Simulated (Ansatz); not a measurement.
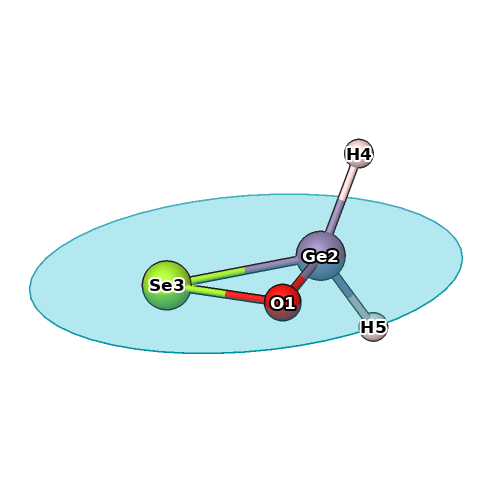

A disc through the centre of mass is drawn in. Depth is shown by fading: the farther an atom, the more it takes the colour of the background. The computed structure is the end point of a PBE0-D4/def2-TZVP optimisation. No frequency run is at hand to confirm it as a minimum.

Is the plane of the disc a mirror plane of the structure?

Answer. Yes. The reflection leaves O1, Ge2, Se3 in place and moves H4 ↔ H5. The point group is Cs.
